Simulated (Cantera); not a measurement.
A closed system holds: 1 mol SiC, 0.005 mol O2, 8.5 mol N2, at 0.0200 bar.

These are equilibrium values from Cantera (NASA tables, ideal gas, pure condensed phases), not measurements of a reactor. Candidate condensed phases: C, Si, SiC, SiO2, Si2N2O, Si3N4; 34 gas species. N2 is the only nitrogen source here; it is nearly inert below about 1500 K, so the nitride shown seldom forms there in practice. Mutual solubility and eutectic melting of coexisting phases are not modelled. The numbers say what is thermodynamically allowed, not how fast it happens.

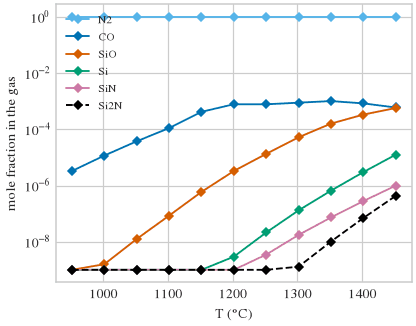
Fig. 1. Equilibrium gas composition (values under 1e-9 drawn at 1e-9)

From 952 °C to 1102 °C the condensed part is C(graphite) + Si2N2O(s) + Si3N4(s). At 1152 °C the condensed part is C(graphite) + SiC(s) + Si2N2O(s). From 1202 °C to 1252 °C the condensed part is SiC(s) + Si2N2O(s). At 1302 °C the condensed part is SiC(s) + Si2N2O(s) + Si3N4(s). From 1352 °C to 1452 °C the condensed part is SiC(s) + Si3N4(s).
